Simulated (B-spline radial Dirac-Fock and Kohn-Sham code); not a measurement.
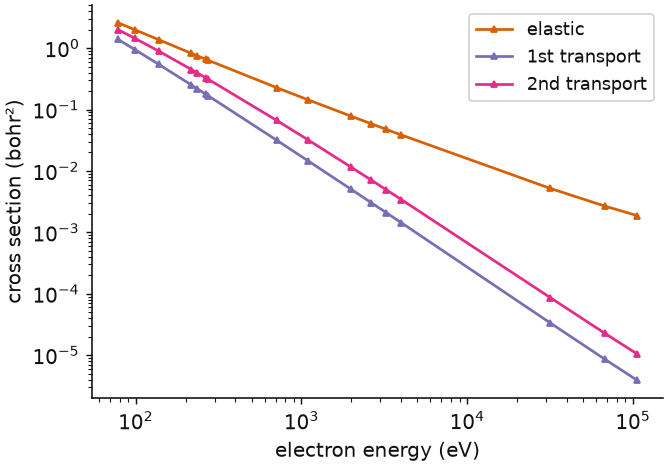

Integrated elastic and transport cross sections for electrons against energy. System: neutral helium. The calculation used Dirac partial waves in the static Dirac–Fock field with Furness–McCarthy exchange, no polarisation or absorption (a B-spline radial atomic code).

Question: What are the elastic and first transport cross sections at 98.9 eV?

Answer: 1.99 and 0.945 bohr².

Question: Why does the transport cross section fall faster?

Answer: It weights each event by 1 − cos θ, and fast electrons are deflected by small angles: at 106 keV it is 480 times smaller than the elastic one.
